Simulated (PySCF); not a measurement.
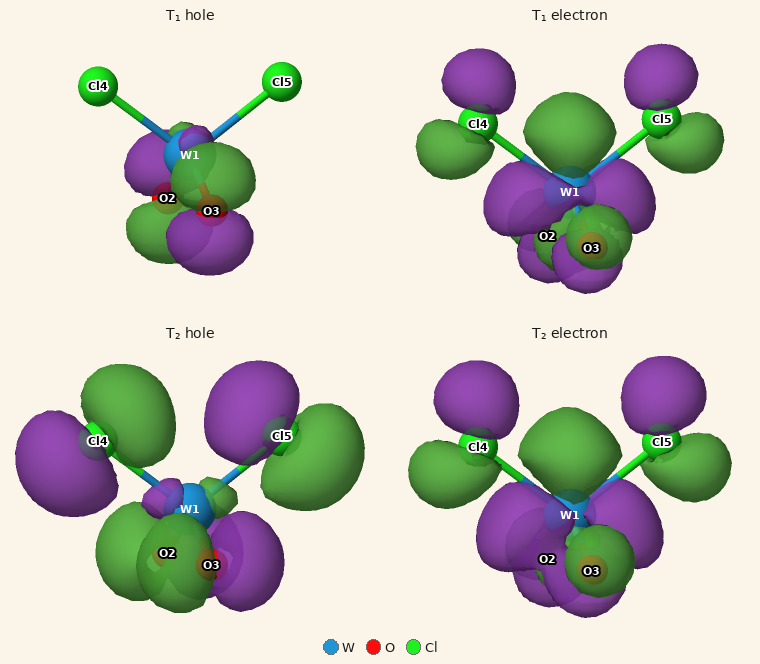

*Cl$_{2}$O$_{2}$W. Leading natural transition orbitals (TDA triplet states).*

Computed with PySCF, PBE0/def2-SVPD, geometry: GFN2-xTB. Core potentials replace the inner electrons of W; spin–orbit coupling isn't included. This is a single-reference result, which may miss multireference character in this system. No frequency check shows the geometry to be a minimum. GFN2-xTB bond lengths at metals and heavier atoms can be off by up to 0.1 Å and shapes distorted, which carries into these values.

The calculation's input:

```python
import numpy as np
from pyscf import gto, scf, dft, tdscf
from pyscf.scf import atom_ks, atom_hf
from scipy.linalg import block_diag

def solve(mol, dm0=None, hcore=None):
    mf = (dft.UKS if mol.spin else dft.RKS)(mol, xc='pbe0')
    mf.grids.level = 3
    mf = mf.density_fit(auxbasis='def2-universal-jkfit')
    mf.conv_tol, mf.max_cycle = 1e-8, 80
    if hcore is not None:
        mf.get_hcore = lambda *args: hcore
    mf.kernel(dm0)
    if not mf.converged:
        mf = mf.newton().run(mf.mo_coeff, mf.mo_occ, max_cycle=30)
    assert mf.converged, 'SCF not converged'
    return mf

mol = gto.M(atom='''
W     -0.00018     0.23692    -0.00002
O     -0.00185     1.14445    -1.40886
O      0.00193     1.14435     1.40902
Cl     1.74674    -1.05393    -0.00072
Cl    -1.74599    -1.05446     0.00072
''', basis='def2-svpd', ecp={'W': 'def2-svpd'}, charge=0, spin=0, verbose=4)
mf = solve(mol)
td = mf.TDA()
td.nstates, td.singlet, td.conv_tol = 4, False, 1e-5
td.kernel()
td.analyze()
x, y = np.array([p[0] for p in td.xy]), np.array([p[1] + 0 * p[0] for p in td.xy])
f, mu = np.zeros(len(td.e)), np.zeros((len(td.e), 3))
nto = [td.get_nto(state=i + 1, verbose=4) for i in range(len(td.e))]
# spherically averaged free atoms, for the promolecule
atom_ks.AtomSphAverageRKS.init_guess_by_vsap = lambda self, mol=None: self.init_guess_by_minao(mol)  # core potentials
atm = atom_ks.get_atm_nrks(mol, xc='pbe0')
pro = block_diag(*[(atm[a[0]][2] * atm[a[0]][3]) @ atm[a[0]][2].T for a in mol._atom])
np.savez('result.npz', e=td.e, f=f, ok=td.converged, w=[n[0] for n in nto], nto=[n[1] for n in nto], x=x, y=y, c=mf.mo_coeff, occ=mf.mo_occ, eps=mf.mo_energy, pro=pro, mu=mu)
```

Command:

```sh
OMP_NUM_THREADS=1 python input.py
```

The run took 2.9 min on 1 thread of Intel(R) Xeon(R) Processor @ 2.70GHz, with other jobs on the host, peak memory 0.67 GiB.

Question: Give the energy and character of each state.

Answer: By state:
- T₁: 4.36 eV (284 nm), spin-forbidden from the singlet ground state, ligand-to-metal charge transfer; the leading pair carries 99 %; hole on O2 and O3 (43 % each) and W1 (11 %), electron on W1 (56 %), Cl4 and Cl5 (13 % each) and O2 and O3 (9 % each); their centroids lie 1.1 Å apart.
- T₂: 4.86 eV (255 nm), spin-forbidden from the singlet ground state, ligand-to-metal charge transfer; the leading pair carries 90 %; hole on O2 and O3 (22 % each), Cl4 and Cl5 (23 % each) and W1 (10 %), electron on W1 (56 %), Cl4 and Cl5 (14 % each) and O2 and O3 (8 % each); their centroids lie 0.1 Å apart.
